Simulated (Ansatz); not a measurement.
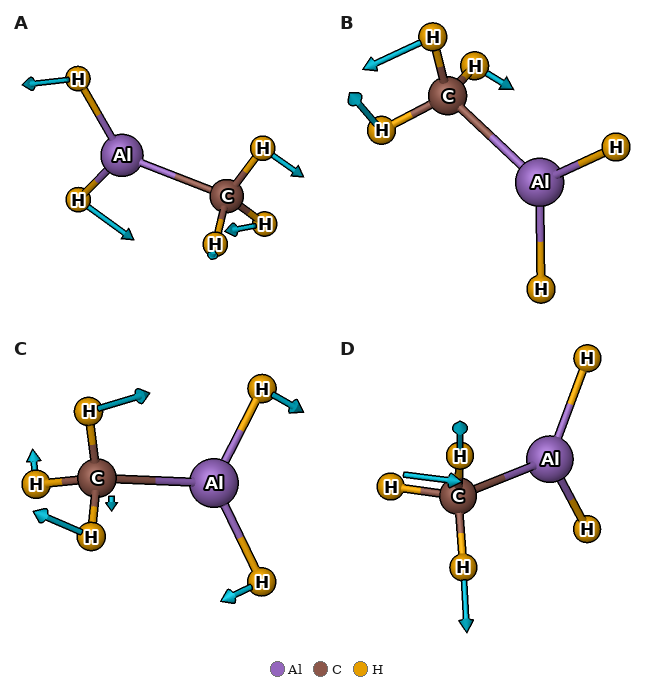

4 normal modes of one molecule or complex, as arrows. Harmonic vibrations computed with RKS PBE0-D4/def2-TZVP (Ansatz 0.2.0) at a stationary point of the same level.

**Match the panels to the wavenumbers 408 cm⁻¹, 750 cm⁻¹, 1442 cm⁻¹, 3104 cm⁻¹.**

A: 408 cm⁻¹, C–Al–H bending
B: 1442 cm⁻¹, H–C–H bending
C: 750 cm⁻¹, Al–C–H bending
D: 3104 cm⁻¹, out-of-phase stretching of 3 C–H bonds
